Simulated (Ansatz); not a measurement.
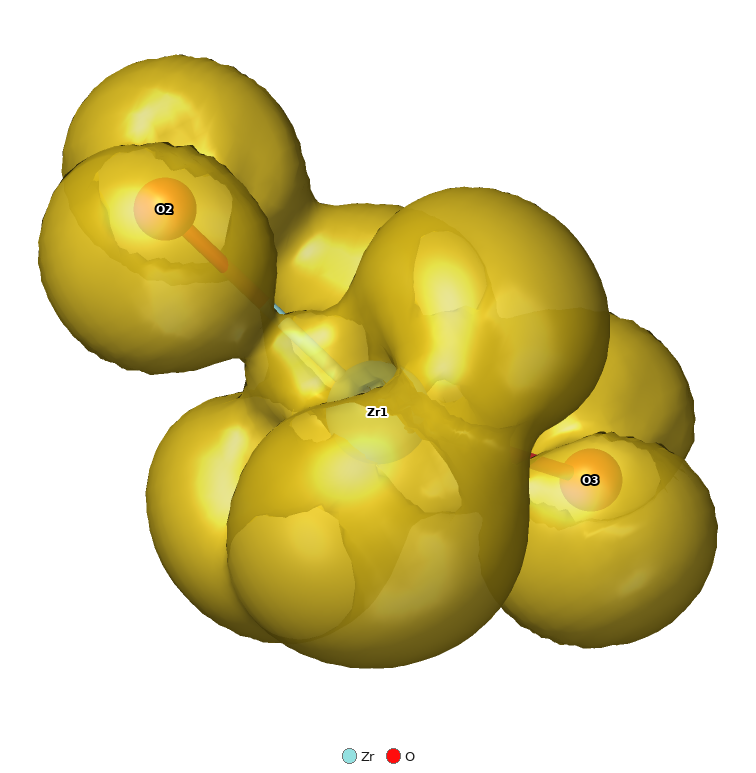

The picture shows: O2Zr (quintet). Isosurface of the spin density (α minus β) at +0.04 e/Å³ (yellow), seen at an oblique angle.

Geometry: PBE0-D4/def2-TZVP; core potentials replace the inner electrons of Zr.

The calculation used UKS PBE0-D4/def2-TZVP in Ansatz.

```xyz
3

Zr   -0.3928   -0.2751    0.0395
O    -0.8718    1.6095   -0.3895
O     1.2645   -1.3344    0.3500
```

**Where is the unpaired spin?**

The unpaired spin (4 electrons) lies mostly on Zr1 (about 2.1), O2 (about 1.0) and O3 (about 1.0), in electrons by Hirshfeld's partition.
